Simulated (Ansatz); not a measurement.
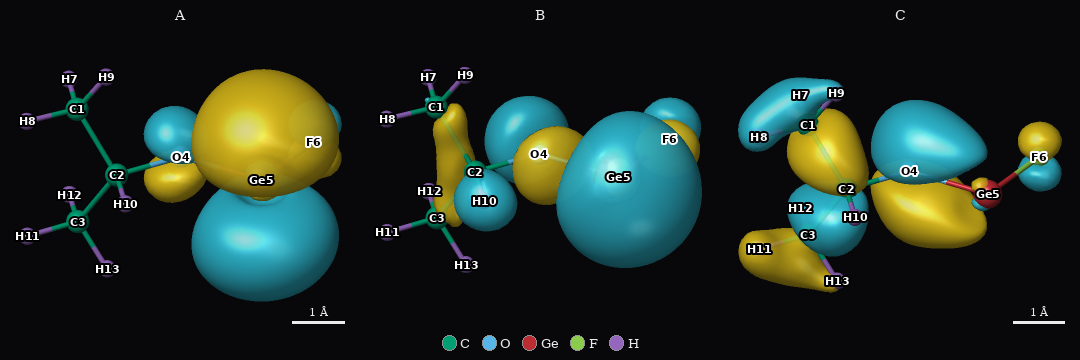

*C₃H₇FGeO. Three frontier orbitals at ±0.1 Å⁻³ᐟ² (yellow and cyan are the two phases), in no order.*

Geometry: PBE0-D4/def2-TZVP.

All numbers below come from Ansatz 0.2.0, RKS PBE0-D4/def2-TZVPP.

Input file:

```
crystal:
  periodic: [false, false, false]
  atoms:
    - {symbol: C, position_ang: [-0.831899, -1.039698, 0.701890]}
    - {symbol: C, position_ang: [0.224299, -0.059813, 0.234668]}
    - {symbol: C, position_ang: [1.004882, -0.576681, -0.956010]}
    - {symbol: O, position_ang: [-0.413562, 1.157102, -0.131778]}
    - {symbol: Ge, position_ang: [-0.039965, 2.684172, 0.687712]}
    - {symbol: F, position_ang: [-1.145550, 3.656992, -0.259880]}
    - {symbol: H, position_ang: [-1.554630, -1.218424, -0.097659]}
    - {symbol: H, position_ang: [-0.378228, -1.993278, 0.982196]}
    - {symbol: H, position_ang: [-1.370452, -0.646108, 1.566338]}
    - {symbol: H, position_ang: [0.928393, 0.119368, 1.064767]}
    - {symbol: H, position_ang: [1.499827, -1.520174, -0.714083]}
    - {symbol: H, position_ang: [0.331463, -0.741975, -1.800254]}
    - {symbol: H, position_ang: [1.765924, 0.143619, -1.263109]}
basis:
  gaussian: {orbitals: def2-TZVPP}
hamiltonian: {xc: pbe0, dispersion: d4}
output: {orbitals: {seedname: orbitals}}
```

Run with:

```sh
ansatz run in.yaml --threads 8 --pin off --events-out ev --progress --plain --max-ram 18278MiB
```

Question: Order the three orbitals by energy and name them.

Answer: C is the HOMO−1 (−8.49 eV). By Hirshfeld shares it lies mainly on O4 (about 50 %), C2 (about 10 %), Ge5 (about 10 %), C1 (about 10 %) and C3 (about 10 %). B is the HOMO (−7.76 eV). By Hirshfeld shares it lies mainly on Ge5 (about 50 %), O4 (about 30 %) and F6 (about 10 %). A is the LUMO (−1.93 eV). It lies mainly on Ge5 (about 80 %) and O4 (about 10 %).

Question: What is the HOMO–LUMO gap?

Answer: 5.83 eV between the orbital energies.
